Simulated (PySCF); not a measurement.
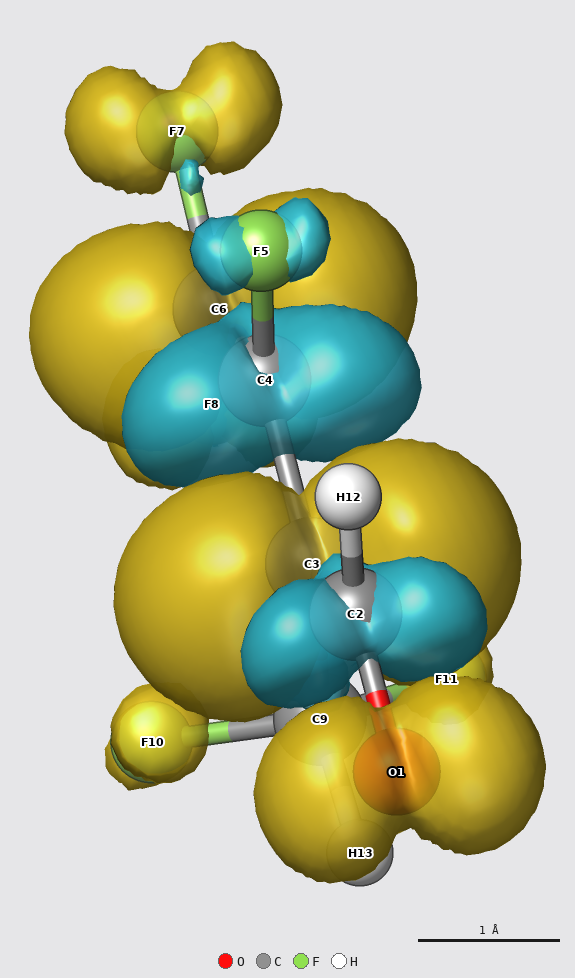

Figure 1: C5H2F5O (SMILES O=C[C](C(F)=C(F)F)C(F)F) (doublet). Isosurfaces of the spin density (α minus β) at +0.015 (yellow) and −0.015 e/Å³ (cyan), seen at an oblique angle.

Geometry: GFN2-xTB.

Method: UKS B3LYP, pcH-1 on C F H O, non-relativistic, mean-field spin-orbit, GIAO in PySCF 2.14.0, density-fitted response routines.

```xyz
13

O    -1.9172    2.1098   -0.1645
C    -0.7687    1.8054    0.0639
C    -0.2732    0.4397   -0.0044
C     1.0627    0.1388    0.2653
F     1.8762    1.1560    0.5932
C     1.6921   -1.0861    0.2440
F     2.9681   -1.2196    0.5212
F     1.1412   -2.2331   -0.0411
C    -1.2643   -0.6272   -0.3787
F    -0.8819   -1.2814   -1.5037
F    -1.3656   -1.5676    0.5935
H    -0.0137    2.5558    0.3423
H    -2.2600   -0.1899   -0.5487
```

Question: Where is the unpaired spin?

Answer: The unpaired spin (1 electron) lies mostly on C6 (about 0.3), C3 (about 0.3) and O1 (about 0.2), in electrons by Hirshfeld's partition.
